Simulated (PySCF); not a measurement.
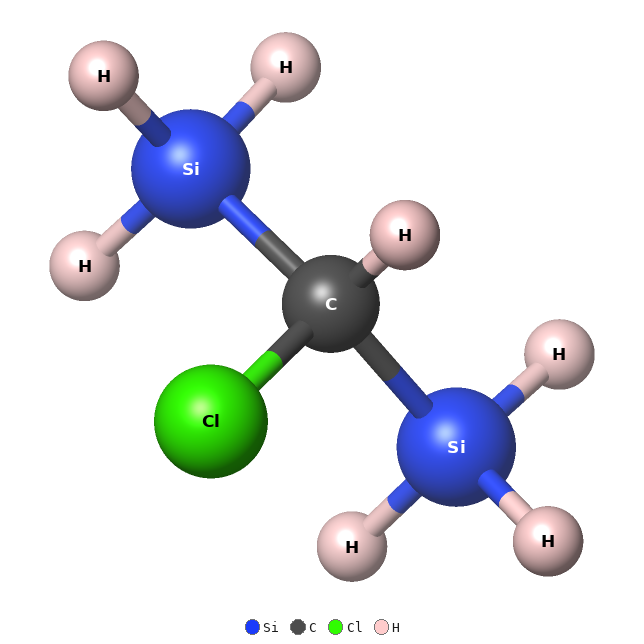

Ball-and-stick drawing of a structure.

The geometry was computed by an optimisation with GFN2-xTB. No frequency run is at hand to confirm it as a minimum.

Describe the molecule.

The molecule is CH₇ClSi₂. Its SMILES string is `[SiH3]C([SiH3])Cl`. It has no ring. Among its groups: C–Cl bond, Si–H bond. This geometry has Cs symmetry. Coordination: 2 Si tetrahedral; 1 C tetrahedral.

More results for the same structure follow; atom numbers are the same in all pictures, views and colours differ.

### Charges

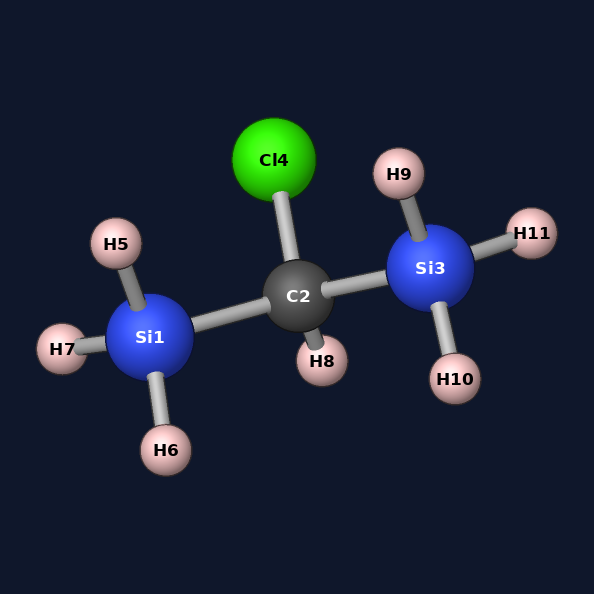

The questions are on Mulliken charges. No frequency run is at hand to confirm it as a minimum. Properties computed with PBE0/pcSseg-1, gas phase (PySCF 2.14.0).

Which atom carries the highest charge (most positive or least negative)?

Si1, Si3 (0.55 e).

And the lowest?

C2 (−0.76 e).

Give the Mulliken charges atom by atom.

```tsv
atom	value (e)
Si1	0.55
C2	−0.76
Si3	0.55
Cl4	−0.14
H5	−0.06
H6	−0.08
H7	−0.06
H8	0.21
H9	−0.06
H10	−0.08
H11	−0.06
```

### Electronic properties

No frequency run is at hand to confirm it as a minimum. Method: PBE0/def2-SVPD, gas phase (PySCF 2.14.0). Excitations: vertical, linear response.

Predict the main results.

- dipole moment: 1.58 D
- HOMO energy (Kohn–Sham orbital): −8.01 eV
- LUMO energy (Kohn–Sham orbital): −0.29 eV
- HOMO–LUMO gap: 7.72 eV
- mean static polarisability: 81.2 bohr³
- lowest vertical singlet excitation: 6.27 eV
- its oscillator strength: 0.016
- brightest of the 6 lowest singlets: 7.77 eV
- its oscillator strength: 0.06

### NMR shielding

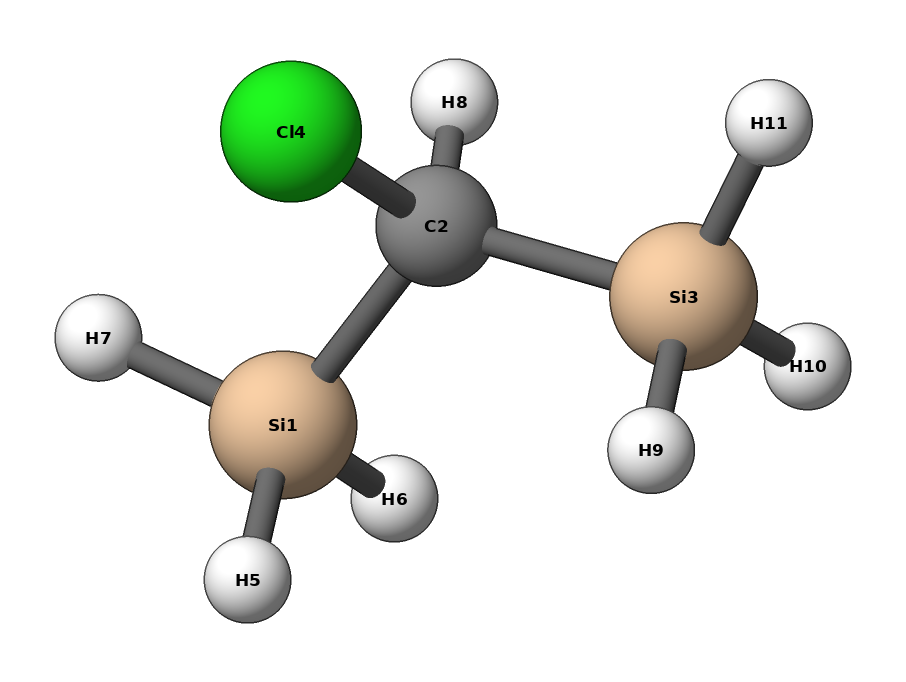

No frequency run is at hand to confirm it as a minimum. Method: GIAO PBE0/pcSseg-1 NMR shielding, non-relativistic, gas phase (PySCF 2.14.0). Principal shieldings σ11 ≤ σ22 ≤ σ33, span Ω = σ33 − σ11, skew κ = 3(σiso − σ22)/Ω.

Give the shielding tensors of the C atoms.

```json
{"atom": "C2", "σ11": "138.5", "σ22": "140.3", "σ33": "207.0", "σiso": "161.9", "Ω": "68.5", "κ": "0.95"}
```

Shieldings and span in ppm.

Mulliken values depend strongly on the basis set and can even reverse the polarity of a bond. The geometry is semi-empirical. Around Si such bond lengths and angles can be off by a tenth of an ångström or more and by several degrees, and values that hang on the shape move with them.
